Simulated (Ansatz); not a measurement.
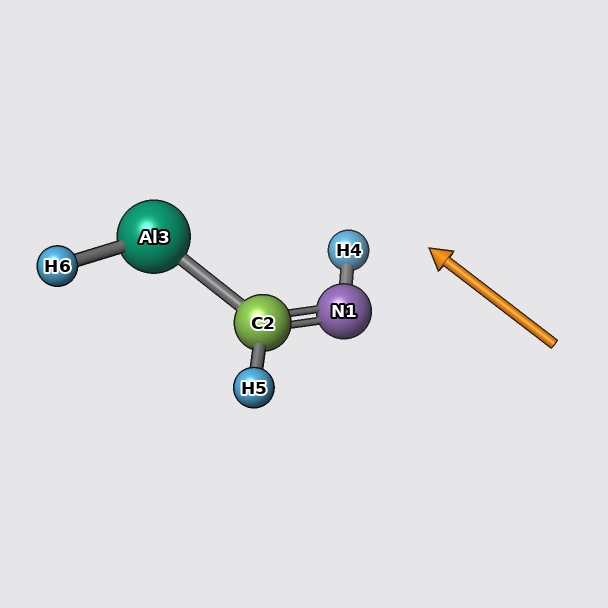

The arrow beside the molecule shows the direction of the dipole moment, from the negative to the positive end (its length means nothing). The species is neutral and a spin doublet. Computed geometry: PBE0-D4/def2-TZVP optimisation. No frequency run is at hand to confirm it as a minimum. Level of theory: UKS PBE0-D4/def2-TZVP (Ansatz 0.2.0).

**How large is the dipole moment?**

1.67 D; it points from the side of N1 to the side of H6 (the outermost atoms at the two ends).
